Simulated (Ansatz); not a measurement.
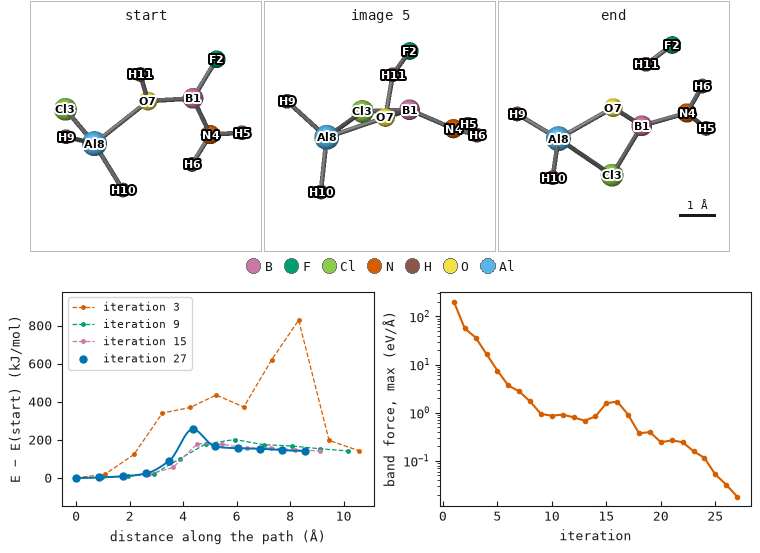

A search for the minimum-energy path of AlBNH₅OClF by the nudged elastic band. Images are numbered from 0 (start) to 10 (end). The plot follows the band through its iterations. A ball-and-stick model, seen at a tilt.

All numbers below come from Ansatz, RKS BHLYP/def2-SVP. Set-up: 9 movable images; climbing image; force threshold 0.03 eV/Å; iteration limit 60; starting path through a guess of the saddle point.

**Did the band converge, and can the barrier be trusted?**

The result is final at these settings. The band converged in 27 iterations. The largest component of the band force went from 200 to 0.018 eV/Å. The climbing image converged on the top of the path. Its vibrational analysis gives one imaginary mode (1299i cm⁻¹), as a transition state must have. The first iteration put the highest image at 3903.2 kJ/mol. The highest point, image 5, lies 255.7 kJ/mol above the start and 113.8 kJ/mol above the end; the end is at +141.8 kJ/mol relative to the start.

Cost: 7 min on 4 threads of Arm Neoverse V2, with other jobs on the host, peak memory 0.29 GiB.
